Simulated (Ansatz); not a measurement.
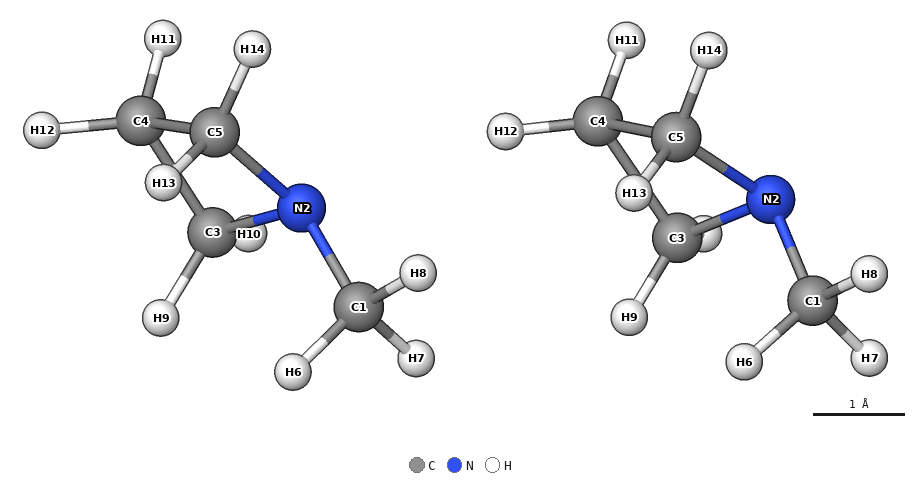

Two geometries of C4H9N (coarse preliminary run), drawn at one scale. One is the start of a relaxation, the other its converged end. A ball-and-stick model, seen from a free direction.

Theory: RKS PBE-D4/def2-SVP in Ansatz. (force threshold 0.03 eV/Å; at most 200 steps)

Which of the two is the end point?

Answer. The left one is the relaxed one. The start comes from a force field. H13 moves most after the best rigid fit: 0.16 Å. Largest moves by element: H 0.16 Å, N 0.16 Å, C 0.12 Å. Among the contacts that change: C3–C4 1.630 → 1.547 Å, C4–H12 1.035 → 1.106 Å, C3–H9 1.058 → 1.122 Å, C1–N2 1.395 → 1.439 Å. Bond angles that change, for instance: C1–N2–C3 108.7° → 119.6°, C1–N2–C5 110.6° → 119.6°, C4–C3–H10 112.2° → 118.6°. Over 4 geometry steps the energy falls by 0.615 eV. The largest force component goes from 4.1 to 0.027 eV/Å.
